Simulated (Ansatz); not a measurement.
```xyz
9

Ti   -0.1564   -0.3235    0.0023
Cl   -0.6113   -0.3311    2.1218
F     1.5438   -0.2302   -0.2418
Cl   -1.1513    1.3292   -0.9857
F    -0.7142   -1.7929   -0.6863
P     1.7987    3.1641    1.4659
H     2.4476    2.0201    0.9101
H     0.8904    3.2761    0.3696
H     0.8917    2.3715    2.2337
```

Theory: RKS PBE0-D4/def2-SVP (Ansatz 0.2.0).

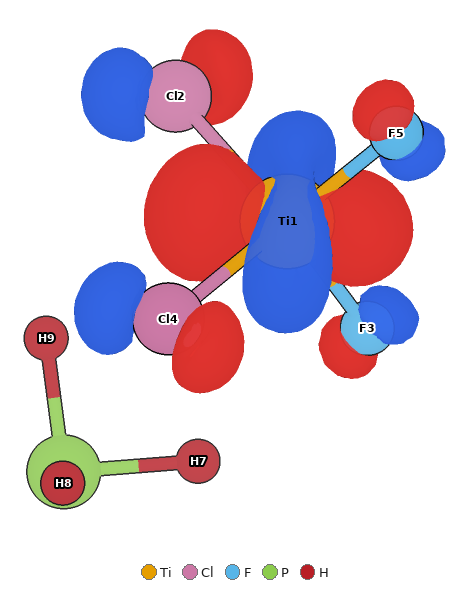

Cl$_{2}$F$_{2}$Ti···PH$_{3}$. One frontier orbital at ±0.15 Å⁻³ᐟ² (red and blue are the two phases), seen at an oblique angle.

Which orbital is it: HOMO or LUMO?

Answer. The LUMO, at −3.69 eV. Its weight (Hirshfeld) is mainly on Ti1 (about 75 %), Cl2 (about 10 %) and Cl4 (about 10 %).
